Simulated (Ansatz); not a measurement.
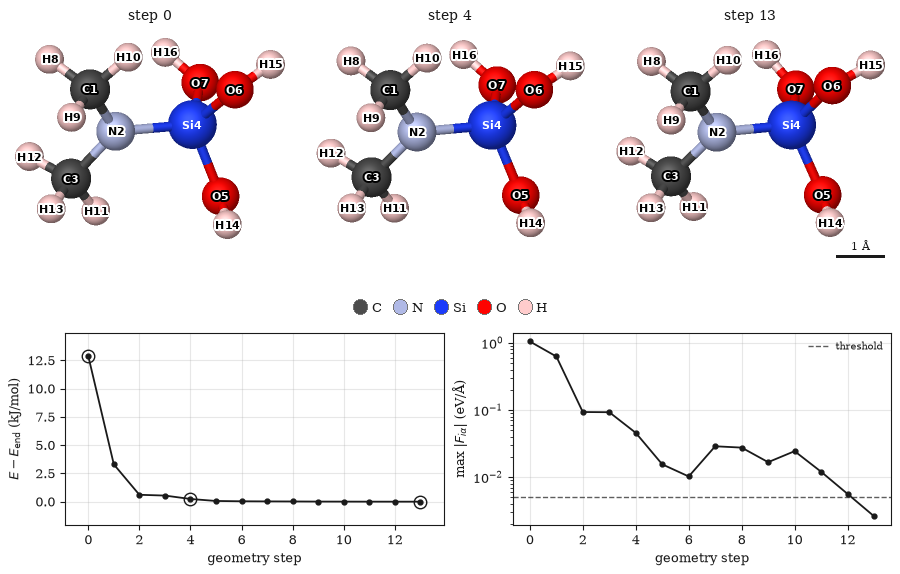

Frames of a relaxation of C2H9NO3Si, marked on the history of the run. The picture is a ball-and-stick view, seen at a tilt.

The start comes from PBE-D4/def2-SVP.

Level of theory: RKS PBE0-D4/def2-TZVP (Ansatz).

The input:
```yaml
crystal:
  periodic: [false, false, false]
  atoms:
    - {symbol: C, position_ang: [1.208840, 0.354448, 1.241809]}
    - {symbol: N, position_ang: [0.414383, -0.242733, 0.185393]}
    - {symbol: C, position_ang: [0.814577, -1.580926, -0.206744]}
    - {symbol: Si, position_ang: [-0.961792, 0.525642, -0.528024]}
    - {symbol: O, position_ang: [-1.122650, 0.078935, -2.129935]}
    - {symbol: O, position_ang: [-0.695450, 2.168151, -0.315323]}
    - {symbol: O, position_ang: [-2.459106, 0.109325, 0.100131]}
    - {symbol: H, position_ang: [1.142738, -0.216224, 2.200850]}
    - {symbol: H, position_ang: [2.289431, 0.391788, 0.963285]}
    - {symbol: H, position_ang: [0.874899, 1.393175, 1.426442]}
    - {symbol: H, position_ang: [0.211741, -1.921301, -1.071976]}
    - {symbol: H, position_ang: [0.693230, -2.325964, 0.617065]}
    - {symbol: H, position_ang: [1.888154, -1.609915, -0.512476]}
    - {symbol: H, position_ang: [-0.396582, 0.412546, -2.685097]}
    - {symbol: H, position_ang: [-1.525978, 2.671601, -0.250140]}
    - {symbol: H, position_ang: [-2.399434, -0.231147, 1.008840]}
basis:
  gaussian: {orbitals: def2-TZVP}
hamiltonian: {xc: pbe0, dispersion: d4}
relax: {f_tol: 0.005, max_steps: 150}
```

Run as
```bash
ansatz run in.yaml --threads 2 --pin off --events-out ev --progress --plain --max-ram 32768MiB --backend cuda --devices 0, --max-vram 18GiB
```

> Describe the path.

The largest move after the best rigid fit is that of O7, 0.17 Å. Largest moves by element: O 0.17 Å, H 0.12 Å, C 0.05 Å, N 0.04 Å, Si 0.02 Å. Near-neighbour distances that change, for instance: Si4–O6 1.678 → 1.641 Å, Si4–O5 1.671 → 1.636 Å, N2–Si4 1.730 → 1.700 Å, C1–H8 1.118 → 1.100 Å. Among the angles between lasting bonds that change: Si4–O6–H15 112.3° → 115.5°, Si4–O5–H14 112.6° → 115.4°. After 13 geometry steps the energy has fallen by 12.9 kJ/mol. The largest force component goes from 1.1 to 0.0026 eV/Å. From step 0 to 4: O and H atoms move most (0.09 Å), energy −12.6 kJ/mol. From step 4 to 13: O7 moves most (0.11 Å), energy −0.24 kJ/mol.

| step | E − E(0), kJ/mol | largest force component, eV/Å |
| --- | --- | --- |
| 0 | 0.00 | 1.0512 |
| 1 | -9.59 | 0.6285 |
| 2 | -12.28 | 0.0935 |
| 3 | -12.35 | 0.0930 |
| 4 | -12.65 | 0.0458 |
| 5 | -12.82 | 0.0156 |
| 6 | -12.85 | 0.0103 |
| 7 | -12.86 | 0.0289 |
| 8 | -12.87 | 0.0276 |
| 9 | -12.88 | 0.0168 |
| 10 | -12.88 | 0.0244 |
| 11 | -12.88 | 0.0121 |
| 12 | -12.89 | 0.0056 |
| 13 | -12.89 | 0.0026 |
